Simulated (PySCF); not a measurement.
Vertical excitations of a molecule C₅H₆O from TDA-PBE/def2-SVPD (PySCF), as energy in eV (oscillator strength): 4.97 (0.406), 5.11 (0.001), 5.57 (0.010), 5.79 (0.010), 5.88 (0.000), 6.25 (0.001), 6.69 (0.000), 6.73 (0.013), 6.83 (0.000), 6.86 (0.007). Lowest triplet (TDA): 2.81 eV. The structure is a stationary point at B3LYP-D3(BJ)/def2-SVP. One conformer was computed; it need not be the lowest.

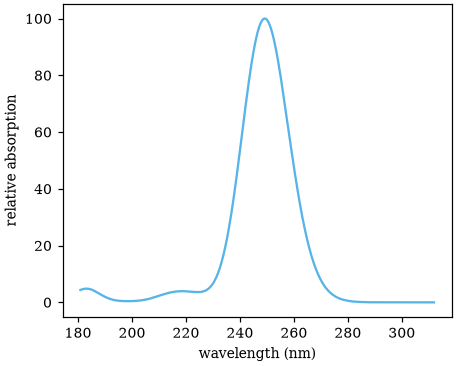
*The lines broadened by 0.4 eV.*

Q: Identify the compound among the candidates.
A) C=C=CCC=O
B) C=C1C=COC1
C) C#CC(=C)OC
D) O=C[C@@H]1C=CC1

A: B, C=C1C=COC1
